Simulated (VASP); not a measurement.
Band structure of FeAl (relaxed from the zinc blende structure, space group F-43m). Method: PBEsol GGA, VASP's PBE PAW potentials (set 64) (plane waves; VASP 6.6.1).

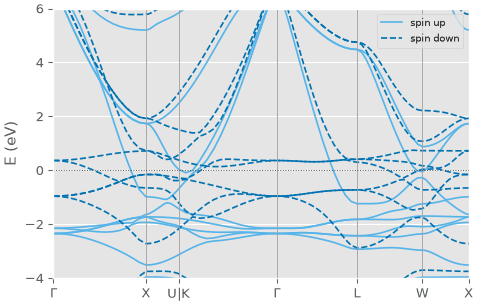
Figure: Bands along high-symmetry lines, zero at the valence-band maximum or, without a gap, the Fermi level

### Question
Read the plot: is there a gap, and where are the band edges?

### Answer
It has no gap at this level: it comes out as a metal or semimetal. (Edges off the drawn lines would not show.)

The structure was generated: FeAl was put into the zinc blende type (F-43m), which need not be its known phase. It was relaxed first, which changed the volume by -18 %.
